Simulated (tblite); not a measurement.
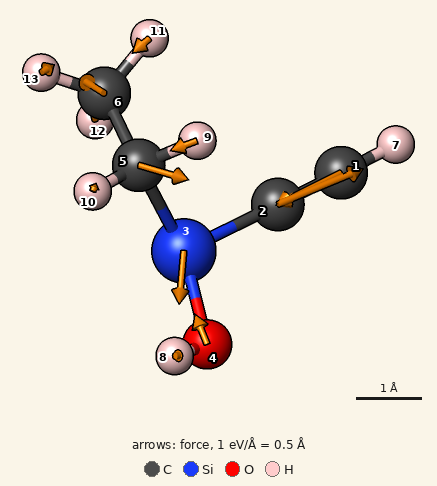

Starting geometry of C4H7OSi (multiplicity 2) with the computed forces as orange arrows. A ball-and-stick model, seen at a tilt.

Computed with GFN2-xTB geometry optimisation, gas phase in tblite 0.8.0. 

Is this structure relaxed? If not, where do the atoms go?

It isn't relaxed: the largest force vector, on C2, is 3.18 eV/Å. The final displacements have little in common with the starting forces (cosine between the two patterns 0.15). H8 moves most after the best rigid fit: 1.08 Å. By element the largest moves are H 1.08 Å, C 0.26 Å, O 0.10 Å, Si 0.05 Å. Some distances before and after: Si3–O4 1.701 → 1.632 Å, C6–H12 1.131 → 1.088 Å, C5–C6 1.493 → 1.522 Å, C2–Si3 1.813 → 1.842 Å. Among the angles between lasting bonds that change: C1–C2–Si3 179.3° → 171.2°, Si3–O4–H8 116.6° → 122.8°, Si3–C5–H9 103.5° → 108.7°. Groups turn about Si3–O4 by about 100°, C5–C6 by about 50°. After 87 geometry steps the energy has fallen by 0.519 eV.
